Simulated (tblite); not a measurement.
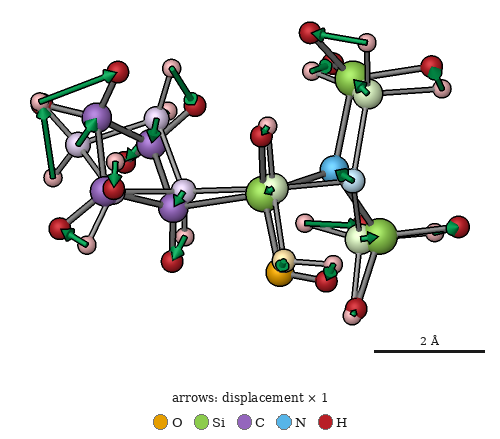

A relaxation of C$_{4}$H$_{15}$NOSi$_{3}$. The starting structure is drawn faded, the final one solid; green arrows show the displacements, at their true length. The two geometries are superimposed by the best rigid fit.

The picture is a ball-and-stick view, seen at a tilt.

All numbers below come from GFN2-xTB geometry optimisation, gas phase (tblite). 

> Atoms of which element are displaced furthest, and by how much?

Hydrogen: up to 1.70 Å, against 0.77 Å for carbon.

> Describe the change and its energy.

The atom that moves furthest after the best rigid fit is an H atom (1.70 Å). Largest moves by element: H 1.70 Å, C 0.77 Å, N 0.51 Å, Si 0.43 Å, O 0.38 Å. Among the contacts that change: N–Si 1.674 → 1.748 Å, C–Si 1.924 → 1.891 Å, H–O 0.981 → 0.953 Å, C–C 1.560 → 1.533 Å. Among the angles between lasting bonds that change: Si–N–Si 111.8° → 121.4°, O–Si–C 112.7° → 104.5°, Si–N–Si 113.4° → 121.1°. Groups turn about C–C by about 45°, C–C by about 45°, C–C by about 45°. After 170 geometry steps the energy has fallen by 17.9 kcal/mol.
